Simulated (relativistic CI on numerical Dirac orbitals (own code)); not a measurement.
# Ne²⁺: one ion under different settings

How much do the settings matter for Ne²⁺? One ion, several inputs.

Program: relativistic CI on numerical Dirac orbitals (own code) version 3. Level of theory: Dirac-Coulomb-Breit CI, KLI orbitals optimised for each configuration, model QED (radiative potential, 1s self-energy scaled to tabulated hydrogen-like ionisation energies), numerical settings as typed. These are calculated values, not measurements, unless marked.

### Step 1. The system

```
ion            : Ne²⁺ (Ne III)
nuclear charge : 10
electrons      : 8
isotope        : A = 20
```

### Step 2. An attempt

Settings of the run:

```ini
atom Ne  Z=10  charge=2  electrons=8
nucleus A=20  rms_radius_fm=3.0055
hamiltonian dirac-coulomb  breit=on  qed=on  c_scale=1
orbitals kli  potential=per-configuration
slater_scale 1
correlation none
mixing on
grid step=0.0125 r_max=34.3
scf mixing=0.4 start=green max_iterations=1 tolerance=2e-08 node_fill=0.05
configurations
  [He] 2s2 2p4
  [He] 2s 2p5
  [He] 2p6
  [He] 2s2 2p3 3s
  [He] 2s2 2p3 3p
end
```

Command:

```bash
$ python run_levels.py task.json out
```

One command runs all members of the session, one after another, from task.json.

Results of the run (chosen fields of its result record, rounded):

```text
status: not_converged
warnings: ["SCF of 1s2 2s2 2p4 did not converge"]
scf_steps of the first configuration [iteration, E_Ha, residual, outer_eigenvalue_Ha]:
  - [1, -125.0045832, 0.901, -3.952]
```

Run time: 0.0035 s. Hardware: 1 thread, shared host.

Diagnosis: the run ended without a result. The SCF ran into its iteration limit before the residual met the tolerance. The input had iteration limit 1. The cure is to restore the usual settings of the SCF.

### Step 3. An attempt

Changes to the settings of step 2:

```diff
@@ -7,4 +7,4 @@
 mixing on
-grid step=0.0125 r_max=34.3
-scf mixing=0.4 start=green max_iterations=1 tolerance=2e-08 node_fill=0.05
+grid step=0.0125 r_max=8.57
+scf mixing=0.4 start=green max_iterations=90 tolerance=2e-08 node_fill=0.05
 configurations
```

Main fields:

```text
status: not_converged
warnings: ["orbital 3s not found"]
scf_steps of the first configuration [iteration, E_Ha, residual, outer_eigenvalue_Ha]:
  - [1, -125.0045832, 0.901, -3.952]
  - [2, -126.1527966, 0.417, -3.075]
  - [3, -126.4512395, 0.0211, -2.448]
  - [4, -126.4535291, 0.0105, -2.489]
  - [5, -126.4535831, 0.00119, -2.481]
  - [6, -126.4535786, 0.000206, -2.479]
  - [7, -126.4535779, 2.7e-06, -2.479]
  - [8, -126.4535779, 5.09e-07, -2.479]
  - [9, -126.4535779, 1.09e-07, -2.479]
  - [10, -126.4535779, 2.92e-10, -2.479]
```

Run time: 0.04 s. Hardware: 1 thread, shared host.

What went wrong: the run ended without a result. An orbital is not bound on this grid with the right number of nodes. The input had end of the grid 8.57. The cure is to let the grid reach far enough, with the usual settings.

### Step 4. The mended input

Changes to the settings of step 3:

```diff
@@ -7,4 +7,4 @@
 mixing on
-grid step=0.0125 r_max=8.57
-scf mixing=0.4 start=green max_iterations=90 tolerance=2e-08 node_fill=0.05
+grid step=0.0125 r_max=34.3
+scf mixing=0.4 start=green max_iterations=150 tolerance=2e-08 node_fill=0.05
 configurations
```

Main fields:

```text
status: converged
levels [i, E_cm, J2, conf, term, w_term, w_jj]:
  - [0, 0, 4, "2s2 2p4", "3P", 0.9991, 0.6798]
  - [1, 633.92558, 2, "2s2 2p4", "3P", 0.9993, 0.9993]
  - [2, 908.66372, 0, "2s2 2p4", "3P", 0.9991, 0.6515]
  - [3, 27970.242, 4, "2s2 2p4", "1D", 0.9996, 0.6802]
  - [4, 53219.964, 0, "2s2 2p4", "1S", 0.9655, 0.6292]
  - [5, 214467.11, 4, "2s 2p5", "3P*", 0.9977, 0.9977]
  - [6, 215044.96, 2, "2s 2p5", "3P*", 0.9977, 0.6612]
  - [7, 215358.77, 0, "2s 2p5", "3P*", 0.9977, 0.9977]
  - [8, 300602.1, 4, "2s2 2p3 3s", "5S*", 0.9999, 0.5551]
  - [9, 310980.24, 2, "2s2 2p3 3s", "3S*", 0.9984, 0.5541]
  - [10, 312358.86, 2, "2s 2p5", "1P*", 0.9864, 0.6537]
  - [11, 338748.75, 2, "2s2 2p3 3p", "5P", 0.9999, 0.4658]
  - [12, 338780.13, 4, "2s2 2p3 3p", "5P", 0.9998, 0.2828]
  - [13, 338833.08, 6, "2s2 2p3 3p", "5P", 0.9999, 0.5552]
  - "... 16 more rows left out ..."
total_energy [Ha]: -126.491801
n_levels_all: 48
overlap: 2.60874e-13
scf_iterations: [10, 10, 11, 10, 10]
orbital_energies [Ha]: {"1s": -32.881, "2s": -3.34737, "2p1/2": -2.48375, "2p3/2": -2.47878}
configurations [conf, odd, states, E_av_Ha, breit_Ha, qed_Ha]:
  - ["2s2 2p4", 0, 15, -126.4535779, 0.0162, 0.01077]
  - ["2s 2p5", 1, 12, -125.4264115, 0.01615, 0.01042]
  - ["2p6", 0, 1, -124.2093606, 0.01615, 0.01007]
  - ["2s2 2p3 3s", 1, 40, -124.9298488, 0.01587, 0.01088]
  - ["2s2 2p3 3p", 0, 120, -124.7529913, 0.01584, 0.01084]
scf_steps of the first configuration [iteration, E_Ha, residual, outer_eigenvalue_Ha]:
  - [1, -125.0045832, 0.901, -3.952]
  - [2, -126.1527966, 0.417, -3.075]
  - [3, -126.4512397, 0.0211, -2.448]
  - [4, -126.4535291, 0.0105, -2.489]
  - [5, -126.4535831, 0.00118, -2.481]
  - [6, -126.4535786, 0.00021, -2.479]
  - [7, -126.4535779, 2.76e-06, -2.479]
  - [8, -126.4535779, 5.21e-07, -2.479]
  - [9, -126.4535779, 1.1e-07, -2.479]
  - [10, -126.4535779, 1.55e-10, -2.479]
```

It took 0.16 s on 1 thread, shared host.

### Step 5. Node fill 0.2

Changes to the settings of step 4:

```diff
@@ -8,3 +8,3 @@
 grid step=0.0125 r_max=34.3
-scf mixing=0.4 start=green max_iterations=150 tolerance=2e-08 node_fill=0.05
+scf mixing=0.4 start=green max_iterations=150 tolerance=2e-08 node_fill=0.2
 configurations
```

Main fields:

```text
status: converged
levels [i, E_cm, J2, conf, term, w_term]:
  - [0, 0, 4, "2s2 2p4", "3P", 0.999]
  - [1, 637.66057, 2, "2s2 2p4", "3P", 0.9992]
  - [2, 914.25447, 0, "2s2 2p4", "3P", 0.9989]
  - [3, 27937.541, 4, "2s2 2p4", "1D", 0.9997]
  - [4, 53193.785, 0, "2s2 2p4", "1S", 0.9659]
  - [5, 214478.3, 4, "2s 2p5", "3P*", 0.9978]
  - [6, 215060.31, 2, "2s 2p5", "3P*", 0.9978]
  - [7, 215376.13, 0, "2s 2p5", "3P*", 0.9978]
  - "... 22 more rows left out ..."
total_energy [Ha]: -126.49154265
n_levels_all: 48
overlap: 2.32834e-13
scf_iterations: [10, 10, 11, 10, 10]
orbital_energies [Ha]: {"1s": -32.7653, "2s": -3.33302, "2p1/2": -2.4657, "2p3/2": -2.46081}
configurations [conf, odd, states, E_av_Ha, breit_Ha, qed_Ha]:
  - ["2s2 2p4", 0, 15, -126.4532073, 0.01615, 0.01076]
  - ["2s 2p5", 1, 12, -125.4262227, 0.01611, 0.01041]
  - ["2p6", 0, 1, -124.209232, 0.01613, 0.01007]
  - ["2s2 2p3 3s", 1, 40, -124.9292719, 0.01581, 0.01087]
  - ["2s2 2p3 3p", 0, 120, -124.7521634, 0.01579, 0.01083]
scf_steps of the first configuration [iteration, E_Ha, residual, outer_eigenvalue_Ha]:
  - [1, -125.0045832, 0.921, -3.952]
  - [2, -126.1635352, 0.427, -3.064]
  - [3, -126.4492286, 0.0219, -2.43]
  - [4, -126.4534215, 0.0118, -2.472]
  - [5, -126.4532688, 0.00131, -2.463]
  - [6, -126.4532222, 0.000353, -2.462]
  - [7, -126.453208, 1.17e-05, -2.461]
  - [8, -126.4532073, 4.42e-07, -2.461]
  - [9, -126.4532073, 5.14e-08, -2.461]
  - [10, -126.4532073, 6.28e-10, -2.461]
```

Wall time 0.16 s (1 thread, shared host).

### Step 6. Breit term off

Settings of the run:

```ini
atom Ne  Z=10  charge=2  electrons=8
nucleus A=20  rms_radius_fm=3.0055
hamiltonian dirac-coulomb  breit=off  qed=on  c_scale=1
orbitals kli  potential=per-configuration
slater_scale 1
correlation none
mixing on
grid step=0.0125 r_max=34.3
scf mixing=0.4 start=green max_iterations=150 tolerance=2e-08 node_fill=0.05
configurations
  [He] 2s2 2p4
  [He] 2s 2p5
  [He] 2p6
  [He] 2s2 2p3 3s
  [He] 2s2 2p3 3p
end
```

Main fields:

```text
status: converged
levels [i, E_cm, J2, conf, term, w_term]:
  - [0, 0, 4, "2s2 2p4", "3P", 0.999]
  - [1, 648.67828, 2, "2s2 2p4", "3P", 0.9993]
  - [2, 954.05339, 0, "2s2 2p4", "3P", 0.999]
  - [3, 27997.283, 4, "2s2 2p4", "1D", 0.9996]
  - [4, 53195.273, 0, "2s2 2p4", "1S", 0.9655]
  - [5, 214472.96, 4, "2s 2p5", "3P*", 0.9977]
  - [6, 215100.28, 2, "2s 2p5", "3P*", 0.9977]
  - [7, 215417.04, 0, "2s 2p5", "3P*", 0.9977]
  - "... 22 more rows left out ..."
total_energy [Ha]: -126.50805851
n_levels_all: 48
overlap: 2.60874e-13
scf_iterations: [10, 10, 11, 10, 10]
orbital_energies [Ha]: {"1s": -32.881, "2s": -3.34737, "2p1/2": -2.48375, "2p3/2": -2.47878}
configurations [conf, odd, states, E_av_Ha, breit_Ha, qed_Ha]:
  - ["2s2 2p4", 0, 15, -126.4535779, 0, 0.01077]
  - ["2s 2p5", 1, 12, -125.4264115, 0, 0.01042]
  - ["2p6", 0, 1, -124.2093606, 0, 0.01007]
  - ["2s2 2p3 3s", 1, 40, -124.9298488, 0, 0.01088]
  - ["2s2 2p3 3p", 0, 120, -124.7529913, 0, 0.01084]
scf_steps of the first configuration [iteration, E_Ha, residual, outer_eigenvalue_Ha]:
  - [1, -125.0045832, 0.901, -3.952]
  - [2, -126.1527966, 0.417, -3.075]
  - [3, -126.4512397, 0.0211, -2.448]
  - [4, -126.4535291, 0.0105, -2.489]
  - [5, -126.4535831, 0.00118, -2.481]
  - [6, -126.4535786, 0.00021, -2.479]
  - [7, -126.4535779, 2.76e-06, -2.479]
  - [8, -126.4535779, 5.21e-07, -2.479]
  - [9, -126.4535779, 1.1e-07, -2.479]
  - [10, -126.4535779, 1.55e-10, -2.479]
```

Run time: 0.15 s. Hardware: 1 thread, shared host.

### Step 7. Iteration limit 30

Settings of the run:

```ini
atom Ne  Z=10  charge=2  electrons=8
nucleus A=20  rms_radius_fm=3.0055
hamiltonian dirac-coulomb  breit=on  qed=on  c_scale=1
orbitals kli  potential=per-configuration
slater_scale 1
correlation none
mixing on
grid step=0.0125 r_max=34.3
scf mixing=0.4 start=green max_iterations=30 tolerance=2e-08 node_fill=0.05
configurations
  [He] 2s2 2p4
  [He] 2s 2p5
  [He] 2p6
  [He] 2s2 2p3 3s
  [He] 2s2 2p3 3p
end
```

Main fields:

```text
status: converged
levels [i, E_cm, J2, conf, term, w_term]:
  - [0, 0, 4, "2s2 2p4", "3P", 0.9991]
  - [1, 633.92558, 2, "2s2 2p4", "3P", 0.9993]
  - [2, 908.66372, 0, "2s2 2p4", "3P", 0.9991]
  - [3, 27970.242, 4, "2s2 2p4", "1D", 0.9996]
  - [4, 53219.964, 0, "2s2 2p4", "1S", 0.9655]
  - [5, 214467.11, 4, "2s 2p5", "3P*", 0.9977]
  - [6, 215044.96, 2, "2s 2p5", "3P*", 0.9977]
  - [7, 215358.77, 0, "2s 2p5", "3P*", 0.9977]
  - "... 22 more rows left out ..."
total_energy [Ha]: -126.491801
n_levels_all: 48
overlap: 2.60874e-13
scf_iterations: [10, 10, 11, 10, 10]
orbital_energies [Ha]: {"1s": -32.881, "2s": -3.34737, "2p1/2": -2.48375, "2p3/2": -2.47878}
configurations [conf, odd, states, E_av_Ha, breit_Ha, qed_Ha]:
  - ["2s2 2p4", 0, 15, -126.4535779, 0.0162, 0.01077]
  - ["2s 2p5", 1, 12, -125.4264115, 0.01615, 0.01042]
  - ["2p6", 0, 1, -124.2093606, 0.01615, 0.01007]
  - ["2s2 2p3 3s", 1, 40, -124.9298488, 0.01587, 0.01088]
  - ["2s2 2p3 3p", 0, 120, -124.7529913, 0.01584, 0.01084]
scf_steps of the first configuration [iteration, E_Ha, residual, outer_eigenvalue_Ha]:
  - [1, -125.0045832, 0.901, -3.952]
  - [2, -126.1527966, 0.417, -3.075]
  - [3, -126.4512397, 0.0211, -2.448]
  - [4, -126.4535291, 0.0105, -2.489]
  - [5, -126.4535831, 0.00118, -2.481]
  - [6, -126.4535786, 0.00021, -2.479]
  - [7, -126.4535779, 2.76e-06, -2.479]
  - [8, -126.4535779, 5.21e-07, -2.479]
  - [9, -126.4535779, 1.1e-07, -2.479]
  - [10, -126.4535779, 1.55e-10, -2.479]
```

Run time: 0.16 s. Hardware: 1 thread, shared host.

### Step 8. Tolerance 1e-06

Changes to the settings of step 7:

```diff
@@ -8,3 +8,3 @@
 grid step=0.0125 r_max=34.3
-scf mixing=0.4 start=green max_iterations=30 tolerance=2e-08 node_fill=0.05
+scf mixing=0.4 start=green max_iterations=150 tolerance=1e-06 node_fill=0.05
 configurations
```

Main fields:

```text
status: converged
levels [i, E_cm, J2, conf, term, w_term]:
  - [0, 0, 4, "2s2 2p4", "3P", 0.9991]
  - [1, 633.92544, 2, "2s2 2p4", "3P", 0.9993]
  - [2, 908.66351, 0, "2s2 2p4", "3P", 0.9991]
  - [3, 27970.244, 4, "2s2 2p4", "1D", 0.9996]
  - [4, 53219.967, 0, "2s2 2p4", "1S", 0.9655]
  - [5, 214467.11, 4, "2s 2p5", "3P*", 0.9977]
  - [6, 215044.96, 2, "2s 2p5", "3P*", 0.9977]
  - [7, 215358.77, 0, "2s 2p5", "3P*", 0.9977]
  - "... 22 more rows left out ..."
total_energy [Ha]: -126.491801
n_levels_all: 48
overlap: 2.58495e-13
scf_iterations: [8, 8, 9, 8, 8]
orbital_energies [Ha]: {"1s": -32.881, "2s": -3.34737, "2p1/2": -2.48375, "2p3/2": -2.47879}
configurations [conf, odd, states, E_av_Ha, breit_Ha, qed_Ha]:
  - ["2s2 2p4", 0, 15, -126.4535779, 0.0162, 0.01077]
  - ["2s 2p5", 1, 12, -125.4264115, 0.01615, 0.01042]
  - ["2p6", 0, 1, -124.2093606, 0.01615, 0.01007]
  - ["2s2 2p3 3s", 1, 40, -124.9298488, 0.01587, 0.01088]
  - ["2s2 2p3 3p", 0, 120, -124.7529914, 0.01584, 0.01084]
scf_steps of the first configuration [iteration, E_Ha, residual, outer_eigenvalue_Ha]:
  - [1, -125.0045832, 0.901, -3.952]
  - [2, -126.1527966, 0.417, -3.075]
  - [3, -126.4512397, 0.0211, -2.448]
  - [4, -126.4535291, 0.0105, -2.489]
  - [5, -126.4535831, 0.00118, -2.481]
  - [6, -126.4535786, 0.00021, -2.479]
  - [7, -126.4535779, 2.76e-06, -2.479]
  - [8, -126.4535779, 5.21e-07, -2.479]
```

Wall time 0.16 s (1 thread, shared host).

### Step 9. Comparison

| setting | total energy less usual (Ha) | largest shift of a level among the lowest eight of both runs, same label and place (cm⁻¹) | SCF iterations | time | lowest level | kind of change |
| --- | --- | --- | --- | --- | --- | --- |
| usual | 0 | 0 | 51 | 0.16 s | 2p4 3P2 | - |
| node fill 0.2 | 0.000258 | 32.7 | 51 | 0.16 s | 2p4 3P2 | numerical |
| Breit term off | -0.0163 | 58.3 | 51 | 0.15 s | 2p4 3P2 | model term |
| iteration limit 30 | 0 | 0 | 51 | 0.16 s | 2p4 3P2 | numerical |
| tolerance 1e-06 | 0 | 0 | 41 | 0.16 s | 2p4 3P2 | numerical |

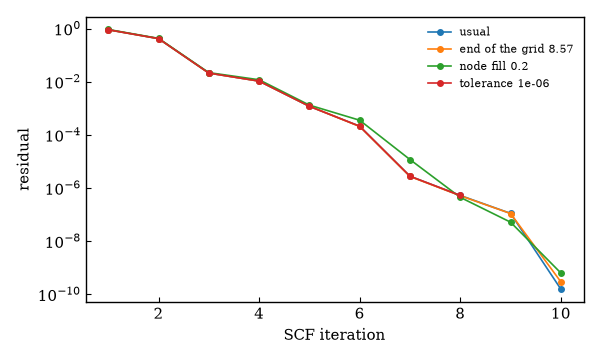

Residual of the first configuration's SCF.

### Step 10. Summary of results

| quantity | value |
| --- | --- |
| lowest level, usual settings | 2p4 3P2 |
| total energy | -126.4918 Ha |
| first excitation | 633.9 cm⁻¹ |
| runs without a result | 2 |

Among the runs whose levels can be followed, they move most under «Breit term off» (model term), by up to 58.3 cm⁻¹. No visible change in the result comes from «iteration limit 30» or «tolerance 1e-06». Only the listed configurations are in the model. Near neutrality, missing correlation can shift configurations against each other by thousands of cm⁻¹.
